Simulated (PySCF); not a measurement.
Consider C3H12SSi3 (SMILES CC(=S)C[SiH]([SiH3])[SiH3]).

The calculation's input:

```
{"job": {"kind": "nmr", "xc": "PBE0", "basis": "pcSseg-1"}, "charge": 0, "multiplicity": 1}
C      2.777199    -0.663522     0.295793
C      1.843578     0.415648    -0.137608
S      2.071663     1.964292     0.343309
C      0.698774     0.028124    -0.953099
Si    -0.838224    -0.304306     0.209446
Si    -2.511356    -1.021804    -1.241196
Si    -1.212056     1.558357     1.557743
H      3.474807    -0.296223     1.044072
H      2.218021    -1.508260     0.697729
H      3.345814    -1.023728    -0.563482
H      0.902903    -0.872651    -1.530428
H      0.406955     0.832601    -1.625662
H     -0.373819    -1.457643     1.018780
H     -3.714143    -1.364231    -0.482269
H     -2.883093     0.023200    -2.198330
H     -2.166212    -2.201281    -2.040425
H     -2.530865     1.379205     2.180132
H     -1.267241     2.789853     0.772441
H     -0.252510     1.731616     2.645591
```

Run with:

```sh
OMP_NUM_THREADS=1 python probes_run.py task.json out
```

Geometry: GFN2-xTB.

Level of theory: PBE0/pcSseg-1, SCF density, gas phase, non-relativistic (PySCF).

### What will maps of the electron density and electron localisation function show?

C–C (1.46 Å): ρ at the midpoint is about 1.9 e/Å³; the ELF peaks at about 0.95 between the atoms (localised, covalent bonding).
C–S (1.64 Å): ρ is about 1.6 e/Å³ halfway; the ELF peaks at about 0.90 between the atoms; a covalent bond.
C–H (1.09 Å): ρ at the midpoint is about 2 e/Å³; the ELF climbs to about 1 towards the hydrogen, as it does in any bond to H: an ordinary covalent bond to hydrogen.

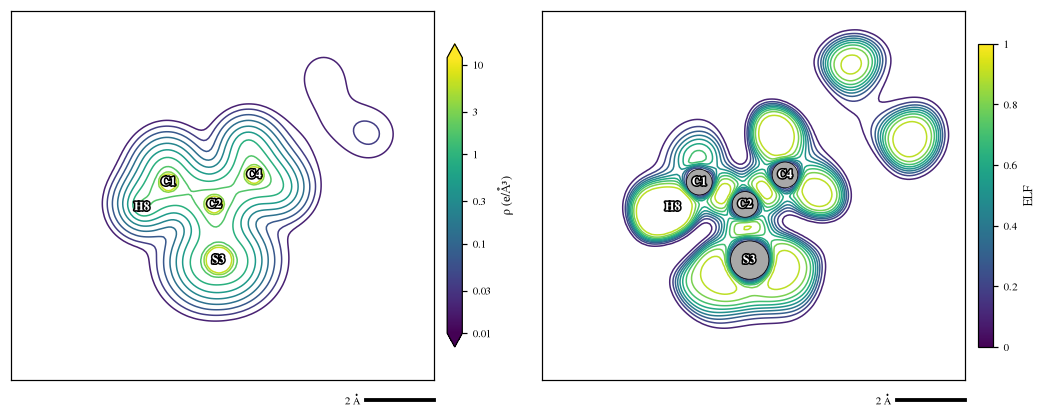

Computed electron density and electron localisation function on the plane of atoms C1, C2 and S3, in this order. Grey discs cover the atomic cores in the ELF map. 
